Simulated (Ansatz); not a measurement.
C₃H₈GeO: phonon calculation

- system: C₃H₈GeO, SMILES C[C]1(C)[O][GeH2]1
- method: RKS B3LYP-D4/def2-SVP (Ansatz 0.2.0)

It belongs to a series of runs on one base structure; here: vibrations at the highest image of the band. Figures and captions count atoms from 1; the log counts them from 0 in places.

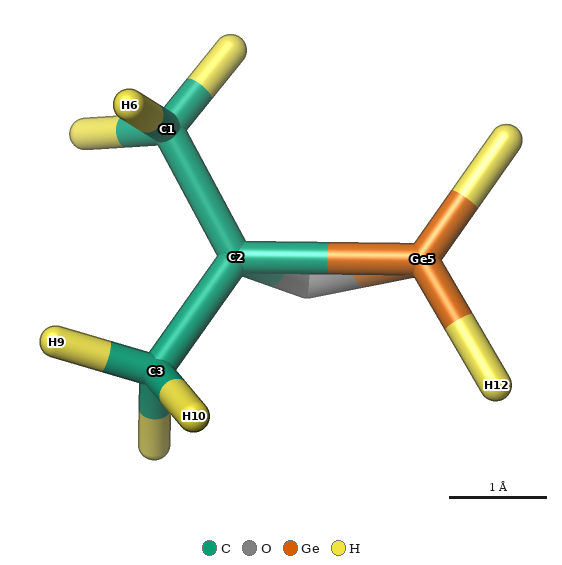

Fig. 1: The structure as given in the input (stick view, seen at a tilt; atoms are numbered from 1 in the order of the input). Sticks mark near contacts. Bond lengths as drawn: C–C 1.52 to 1.53 Å, C–Ge 1.95 Å, C–H 1.10 to 1.11 Å, C–O 1.42 Å, Ge–H 1.54 Å and Ge–O 1.86 Å.

### The input
```yaml
crystal:
  periodic: [false, false, false]
  atoms:
    - { symbol: C, position_ang: [-1.510259, -0.232619, 0.029881] }
    - { symbol: C, position_ang: [-0.012615, -0.063298, -0.128888] }
    - { symbol: C, position_ang: [0.826036, -1.278252, 0.275644] }
    - { symbol: O, position_ang: [0.371891, 0.522318, -1.364631] }
    - { symbol: Ge, position_ang: [0.745817, 1.728246, 0.001788] }
    - { symbol: H, position_ang: [-1.776153, -0.505899, 1.062938] }
    - { symbol: H, position_ang: [-1.849664, -1.045223, -0.638996] }
    - { symbol: H, position_ang: [-2.057411, 0.679829, -0.250166] }
    - { symbol: H, position_ang: [0.185101, -2.129136, 0.557729] }
    - { symbol: H, position_ang: [1.505891, -1.082414, 1.118231] }
    - { symbol: H, position_ang: [1.435649, -1.576459, -0.591154] }
    - { symbol: H, position_ang: [2.261899, 1.951475, 0.102213] }
    - { symbol: H, position_ang: [-0.105782, 2.996629, -0.159788] }
basis:
  gaussian: { orbitals: def2-SVP }
hamiltonian:
  xc: b3lyp
  dispersion: d4
phonons: {}
```

Command:
```bash
ansatz run input.yaml --threads 2 --pin off --max-ram 3072MiB --backend cpu --events-out ev --progress --plain --runs-dir out
```

### Output
```
Engine: ansatz 0.2.0, x86_64-unknown-linux-gnu
Functional definition: B3LYP
  parameter a0 = 0.2
  parameter ax = 0.72
  parameter ac = 0.81
  exchange = (1 - a0 - ax)*slater_x + ax*b88_x + a0*exact_x
  correlation = (1 - ac)*vwn_rpa_c + ac*lyp_c
1416 factors; integrals over basis functions are off by at most 3.3e-4 eV
mean field evaluation 1: about -61784.4413 eV, gradient 7.0e1 eV
mean field evaluation 2: about -61709.7703 eV, gradient 1.8e2 eV
mean field evaluation 4: about -61795.4239 eV, gradient 1.5e1 eV
mean field evaluation 8: about -61795.8394 eV, gradient 3.8e-1 eV
mean field evaluation 16: about -61795.8636 eV, gradient 1.0e-4 eV
mean field -61795.86357533 eV, -2270.9560996527 hartree, gradient 2.2e-5 eV, S^2 0.000000; 0 other end points of the search recorded, 0 dependent functions left out
the calculation of the forces begins
reference -61795.86383495 eV, -2270.9561091934 hartree; 33, 33 occupied and 95, 95 virtual orbitals, 1416 factors
these checks for a lower state are left out or cut short: stability, starts, cluster_reference, orbital_swaps, neighbouring_geometries, increment
1416 factors; integrals over basis functions are off by at most 3.3e-4 eV
mean field -61795.86336093 eV, -2270.9560917736 hartree, gradient 1.0e-6 eV, S^2 0.000000; 0 other end points of the search recorded, 0 dependent functions left out
[... from here on the field's lines of each further geometry are left out, up to the last ...]
the calculation of the forces begins
reference -61795.86382632 eV, -2270.9561088765 hartree; 33, 33 occupied and 95, 95 virtual orbitals, 1416 factors
these checks for a lower state are left out or cut short: stability, starts, cluster_reference, orbital_swaps, neighbouring_geometries, increment
1416 factors; integrals over basis functions are off by at most 3.3e-4 eV
mean field -61795.86357606 eV, -2270.9560996793 hartree, gradient 9.8e-6 eV, S^2 0.000000; 0 other end points of the search recorded, 0 dependent functions left out
the calculation of the forces begins
reference -61795.86383568 eV, -2270.9561092204 hartree; 33, 33 occupied and 95, 95 virtual orbitals, 1416 factors
WARN: phonons: modes at or below zero, which the zero-point energy, F, S and C_V leave out: 1, the lowest at -225.94 cm⁻¹. A minimum has none, and a first-order saddle one
Total energy: -61796.30290931 eV, -2270.9722448785 hartree
Atom 0 at    -1.510259    -0.232619     0.029881 Å, force    -0.000681     0.001992    -0.013465 eV/Å
Atom 1 at    -0.012615    -0.063298    -0.128888 Å, force     0.010606     0.005949     0.009173 eV/Å
Atom 2 at     0.826036    -1.278252     0.275644 Å, force    -0.006420    -0.005575    -0.006744 eV/Å
Atom 3 at     0.371891     0.522318    -1.364631 Å, force    -0.010860    -0.021103     0.001692 eV/Å
Atom 4 at     0.745817     1.728246     0.001788 Å, force     0.005599     0.025252     0.012053 eV/Å
Atom 5 at    -1.776153    -0.505899     1.062938 Å, force     0.003468     0.002096    -0.001349 eV/Å
Atom 6 at    -1.849664    -1.045223    -0.638996 Å, force    -0.003975     0.004440     0.000197 eV/Å
Atom 7 at    -2.057411     0.679829    -0.250166 Å, force     0.006126    -0.012571     0.005364 eV/Å
Atom 8 at     0.185101    -2.129136     0.557729 Å, force     0.003393     0.004858    -0.001422 eV/Å
Atom 9 at     1.505891    -1.082414     1.118231 Å, force    -0.007277     0.001383    -0.006344 eV/Å
Atom 10 at     1.435649    -1.576459    -0.591154 Å, force    -0.001100    -0.000381     0.003106 eV/Å
Atom 11 at     2.261899     1.951475     0.102213 Å, force    -0.001120     0.002046     0.000064 eV/Å
Atom 12 at    -0.105782     2.996629    -0.159788 Å, force     0.002240    -0.008385    -0.002325 eV/Å
Dipole moment:    -0.020477     0.035782     0.429971 e Å
Vibrations: -225.94 199.37 243.96 287.77 350.37 367.81 396.21 498.80 589.36 606.02 640.05 820.47 856.51 954.54 979.37 980.86 1114.16 1213.80 1231.02 1378.96 1390.54 1453.45 1453.61 1458.09 1463.44 2130.30 2154.65 3010.47 3032.42 3094.40 3113.98 3127.59 3129.43 cm⁻¹, zero-point energy 2.710405 eV
```

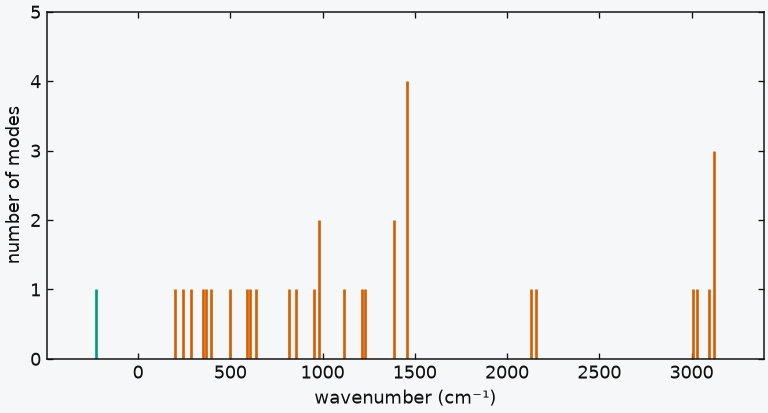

Fig. 2: Harmonic vibrational wavenumbers from the force constants; neighbouring modes closer than 15 cm⁻¹ are counted in one stick, and imaginary ones are drawn at negative wavenumbers. 33 modes from 226i to 3129 cm⁻¹, 1 imaginary beyond 8i (226i cm⁻¹): a first-order saddle point, if the geometry is stationary.

### Results in brief

- outcome: converged
- total energy: −61796.3029 eV
- mean-field energy: −61795.8638 eV
- largest force (length of the vector): 0.029 eV/Å
- hardware: 2 threads of Intel Xeon (Sapphire Rapids), 64 GiB of memory available, shared host
- wall time: 3.2 min (CPU time 6 min)
- peak memory: 0.35 GiB
